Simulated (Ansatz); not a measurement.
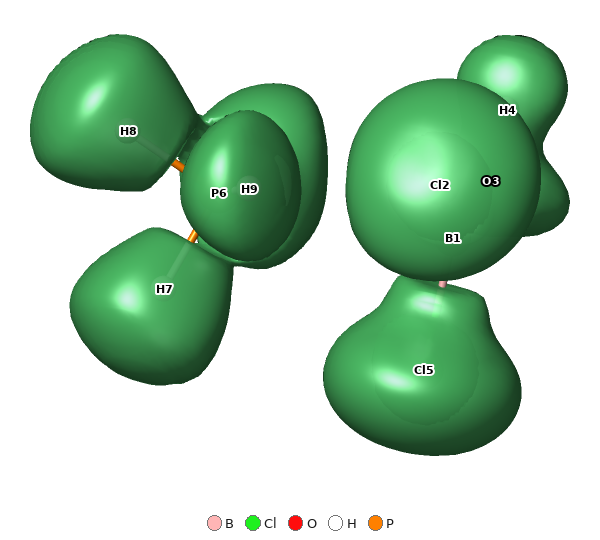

BCl2HO···PH3. Isosurface of the electron localisation function at 0.75 (green), seen across its widest extent. Only the valence region is drawn (cores and ρ < 0.01 e/Å³ removed).

Not at a stationary point (largest force 0.7 eV/Å).

Method: RKS BLYP-D4/def2-SVP in Ansatz 0.2.0.

Input file:

```
crystal:
  periodic: [false, false, false]
  atoms:
    - { symbol: B, position_ang: [0.0, 0.0, 0.0] }
    - { symbol: Cl, position_ang: [0.0, 0.0, 2.21] }
    - { symbol: O, position_ang: [1.2211, 0.0, -0.705] }
    - { symbol: H, position_ang: [1.5209, -0.9519, -0.8599] }
    - { symbol: Cl, position_ang: [-1.6108, 0.0, -0.93] }
    - { symbol: P, position_ang: [-0.2764, 2.079, 0.6969] }
    - { symbol: H, position_ang: [-1.5961, 2.5082, 0.396] }
    - { symbol: H, position_ang: [-0.0678, 2.1402, 2.1001] }
    - { symbol: H, position_ang: [-0.1698, 1.2771, 1.8353] }
basis:
  gaussian: { orbitals: def2-SVP }
hamiltonian:
  xc: blyp
  dispersion: d4
relax:
  f_tol: 0.15
  max_steps: 25
  restrain:
    - { distance: [0, 5], at: 3.11, k: 30.0 }
    - { distance: [8, 1], at: 2.57, k: 30.0 }
    - { distance: [0, 1], at: 1.86, k: 30.0 }
    - { distance: [8, 5], at: 1.42, k: 30.0 }
output:
  orbitals: {}
```

Command:

```sh
ansatz run input.yaml --threads 2 --pin off --max-ram 3072MiB --backend cpu --events-out ev --progress --plain --runs-dir out
```

The fields are those of the run's last geometry, not of the input's.

### Identify the bonds, lone pairs and shells in this picture.

The ELF exceeds this value in two regions on Cl in which the atom's valence shell and bonds are merged, one joined region spread over several atoms (H, O), in which their bonds and any lone pairs are merged and one joined region spread over several atoms (H, P), in which their bonds and any lone pairs are merged. Along the contacts the grid gives the following. B1···P6 (3.12 Å): the ELF dips to about 0.05 between them. B–O (1.35 Å): the ELF peaks at about 0.90 between the atoms; a short, strongly polar bond.
